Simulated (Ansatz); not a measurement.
**interstitial Cu in Si: a nudged elastic band in two tries**

Wanted: a band of images between two relaxed ends, and a check that the input is sound. The host cell (diamond) has 16 atoms, cell charge +1; the extra atom is the last.

Program: Ansatz 0.2.0. Level of theory: DFT PBE, plane waves, PAW, scalar-relativistic, no spin polarisation. These are calculated values, not measurements.

### 1 The starting structure

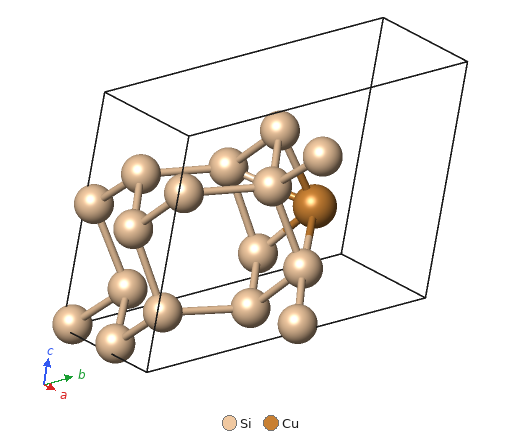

Start, viewed slightly off an axis; silicon light orange, copper orange. Each atom of the cell is drawn once.

As a file:

```
Si Cu
1.0
     0.00000    5.43000    5.43000
     5.43000    0.00000    5.43000
     5.43000    5.43000    0.00000
Si Cu
16 1
Cartesian
  -0.0016 -0.0484 0.0369
  1.4656 1.2512 1.4389
  2.7645 2.7154 0.0386
  3.9956 4.1506 1.4041
  2.8935 -0.1803 2.6141
  4.0193 1.3056 3.9963
  5.3976 2.7454 2.6613
  6.8406 4.1230 3.9979
  0.0702 2.6463 2.7162
  1.3332 4.0743 4.0695
  2.6592 5.4854 2.7626
  4.0720 6.8122 4.0684
  2.6890 2.6651 5.3696
  4.2084 3.9402 6.6346
  5.4833 5.4574 5.3679
  6.7662 6.8105 6.7782
  5.7661 2.3759 5.1426
```

### 2 First try

input.yaml reads:

```yaml
crystal:
  lattice:
    - [0.0, 5.43, 5.43]
    - [5.43, 0.0, 5.43]
    - [5.43, 5.43, 0.0]
  atoms:
    - { symbol: Si, position: [-0.00090948, 0.00770614, -0.00799586] }
    - { symbol: Si, position: [0.11275895, 0.15222913, 0.11767016] }
    - { symbol: Si, position: [-0.00096525, 0.00808302, 0.50103569] }
    - { symbol: Si, position: [0.14356291, 0.11501682, 0.62082109] }
    - { symbol: Si, position: [-0.0423357, 0.52375331, 0.00912712] }
    - { symbol: Si, position: [0.11810049, 0.61786733, 0.12233249] }
    - { symbol: Si, position: [0.00084571, 0.48926772, 0.50476195] }
    - { symbol: Si, position: [0.11788762, 0.61836671, 0.6414179] }
    - { symbol: Si, position: [0.48732611, 0.01288831, 3.088e-05] }
    - { symbol: Si, position: [0.62712657, 0.12232259, 0.12320415] }
    - { symbol: Si, position: [0.51461705, -0.00585755, 0.49558885] }
    - { symbol: Si, position: [0.62693747, 0.12230455, 0.62761035] }
    - { symbol: Si, position: [0.49223384, 0.49664623, -0.00143216] }
    - { symbol: Si, position: [0.58622041, 0.63562444, 0.13941069] }
    - { symbol: Si, position: [0.49189134, 0.49666929, 0.51315216] }
    - { symbol: Si, position: [0.62822173, 0.62007442, 0.62600682] }
    - { symbol: Cu, position: [0.16135833, 0.78570634, 0.27619082] }
total_charge: 1
basis:
  ecutwfc: 420.0
kpoints:
  mp_grid: { grid: [2, 2, 2] }
hamiltonian:
  xc: pbe
  pseudopotentials: { kind: paw, azcp: { folder: soft_1 } }
scf:
  occupations: { method: gaussian, width: 0.02 }
  lower_state_search: "off"
  max_iter: 86
neb:
  images: 5
  f_tol: 0.03
  initial_path: idpp
  max_iterations: 8
  optimiser: cg
  final_atoms:
    - { symbol: Si, position: [0.00232665, 0.00111061, -0.00196961] }
    - { symbol: Si, position: [0.11717382, 0.13232376, 0.12399018] }
    - { symbol: Si, position: [-0.02697458, 0.00718527, 0.50794635] }
    - { symbol: Si, position: [0.11210878, 0.12464267, 0.62565833] }
    - { symbol: Si, position: [0.01041954, 0.50346921, 0.00458962] }
    - { symbol: Si, position: [0.1308804, 0.62865045, 0.13009303] }
    - { symbol: Si, position: [0.00258134, 0.49692182, 0.50258303] }
    - { symbol: Si, position: [0.11716744, 0.62369167, 0.63331899] }
    - { symbol: Si, position: [0.50714119, 0.00213125, -0.01683296] }
    - { symbol: Si, position: [0.62806508, 0.12620005, 0.11220891] }
    - { symbol: Si, position: [0.4892431, -0.0148454, 0.48616265] }
    - { symbol: Si, position: [0.60153577, 0.11556773, 0.6151177] }
    - { symbol: Si, position: [0.50495512, 0.498704, -1.854e-05] }
    - { symbol: Si, position: [0.63620845, 0.61977826, 0.12023855] }
    - { symbol: Si, position: [0.50694622, 0.48354252, 0.50292413] }
    - { symbol: Si, position: [0.62837095, 0.6114815, 0.62746397] }
    - { symbol: Cu, position: [0.3398623, 0.84908132, 0.34860382] }
  order_check: true
```

Launch:

```console
ansatz run input.yaml --threads 1 --pin off --max-ram 3072MiB --backend cpu --events-out ev --progress --plain --runs-dir out
```

Output:

```text
Error: YAML parse error: error: line 41 column 14: unknown variant `cg`, expected one of quadratic_models, fire, lbfgs
  --> <input>:41:14
   |
39 |   initial_path: idpp
40 |   max_iterations: 8
41 |   optimiser: cg
   |              ^ unknown variant `cg`, expected one of quadratic_models, fire, lbfgs
42 |   final_atoms:
43 |     - { symbol: Si, position: [0.00232665, 0.00111061, -0.00196961] }
   |
```

It took 0.03 s on 1 thread of Arm Neoverse V1, shared host; peak memory 0.023 GiB.

### 3 Diagnosis

The program refused the input before any cycle. Its message: «line 41 column 14: unknown variant `cg`, expected one of quadratic_models, fire, lbfgs»

The word typed for the ensemble or optimiser is not among those the program lists.

Fix: pick a word from the list in the message.

### 4 Second try

input.yaml, as its differences from that of step 2:

```diff
@@ -34,3 +34,2 @@
   lower_state_search: "off"
-  max_iter: 86
 neb:
@@ -39,4 +38,4 @@
   initial_path: idpp
-  max_iterations: 8
-  optimiser: cg
+  max_iterations: 45
+  optimiser: fire
   final_atoms:
```

Launch:

```console
ansatz run input.yaml --threads 1 --pin off --max-ram 3072MiB --backend cpu --events-out ev --progress --plain --runs-dir out
```

Besides the cure, the cap on steps is lifted. From its log:

```text
NEB iter   1: max|band force component| = 6.691e-1 eV/Å  barrier→ = 0.2292 eV  barrier← = 0.2292 eV  Δτ_max = 0.0153 Å  (67 SCF iters)
NEB iter   2: max|band force component| = 5.123e-1 eV/Å  barrier→ = 0.1691 eV  barrier← = 0.1690 eV  Δτ_max = 0.0245 Å  (31 SCF iters)
NEB iter   3: max|band force component| = 3.461e-1 eV/Å  barrier→ = 0.1183 eV  barrier← = 0.1182 eV  CI = image 4  Δτ_max = 0.0280 Å  (33 SCF iters)
[...]
NEB iter  30: max|band force component| = 3.998e-2 eV/Å  barrier→ = 0.0486 eV  barrier← = 0.0485 eV  CI = image 4  Δτ_max = 0.0042 Å  (27 SCF iters)
NEB iter  31: max|band force component| = 4.162e-2 eV/Å  barrier→ = 0.0479 eV  barrier← = 0.0478 eV  CI = image 4  Δτ_max = 0.0052 Å  (27 SCF iters)
NEB iter  32: max|band force component| = 4.110e-2 eV/Å  barrier→ = 0.0473 eV  barrier← = 0.0472 eV  CI = image 4  Δτ_max = 0.0061 Å  (28 SCF iters)
```

Wall time 29 min (1 thread of Arm Neoverse V1, shared host); peak memory 0.93 GiB.

Second try: 41 iterations, highest image 0.05 eV above the first end.

### 5 Summary of results

| quantity | value |
| --- | --- |
| first try | refused |
| cause | the word typed for the ensemble or optimiser is not among those the program lists |

In words: The fault in the first input was caught at the input check and cost nothing.
